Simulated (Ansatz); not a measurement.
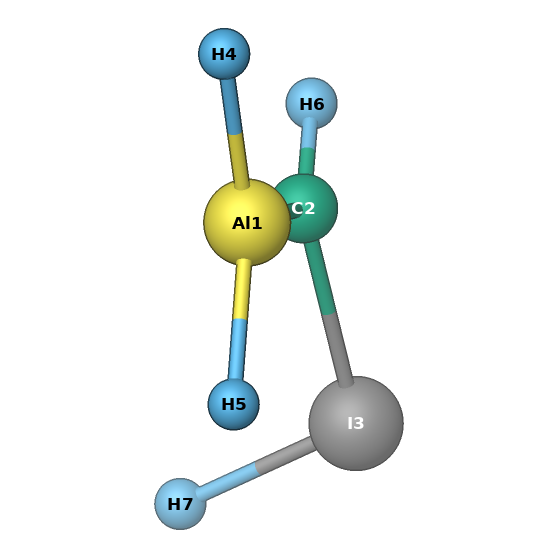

C2 lies behind Al1. The molecule seen a little off the Al1–C2 bond, Al1 in front. Depth is shown by fading: the farther an atom, the more it takes the colour of the background. The computed structure is the end point of a PBE-D4/def2-SVP optimisation. No frequency run is at hand to confirm it as a minimum.

What is the torsion angle H4–Al1–C2–I3? The sign is positive where the front bond must turn clockwise to cover the back bond.

174°, antiperiplanar (anti).
